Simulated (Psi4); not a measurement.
Predicting a hybrid from its neighbours: GaF

The species is GaF (2 atoms), meant as a singlet with charge 0. SMILES: `[F][Ga]`. The coordinates come from a PBE0-D4/def2-TZVP relaxation.

The dipole moment y, in D, basis def2-TZVPPD; a is the functional's share of exact exchange. Programs: Psi4 1.11.

| functional | program | a | y (D) |
| --- | --- | --- | --- |
| BLYP | Psi4 | 0 | 2.29 |
| revPBE | Psi4 | 0 | 2.17 |
| TPSSh | Psi4 | 0.1 | ? |
| B3LYP | Psi4 | 0.2 | 2.39 |
| PBE0 | Psi4 | 0.25 | 2.31 |
| BHLYP | Psi4 | 0.5 | 2.47 |

Problem. Fit y = c + s·a to the known rows and predict TPSSh.

Solution. 
1. Means of the 5 rows: a = 0.1900, y = 2.326.
2. Σ(Δa)² = 0.172, Σ(Δa·Δy) = 0.0808, so the slope is 0.0808/0.172 = 0.46977.
3. Intercept: 2.326 − (0.46977) × 0.1900 = 2.237. The largest residual of the fit is 0.067.
4. TPSSh: 2.237 + (0.46977) × 0.1 = 2.28 D.

The run gave 2.19 D, so the prediction is off by +0.09 D, more than the largest residual. More exact exchange makes the molecule more polar here. The rows mix families of semi-local functionals, which the line can't see.

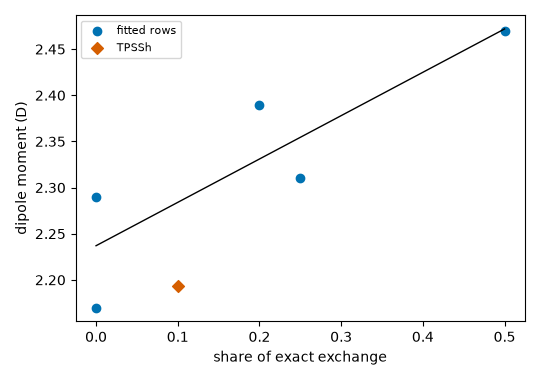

The fitted line, with the withheld row.
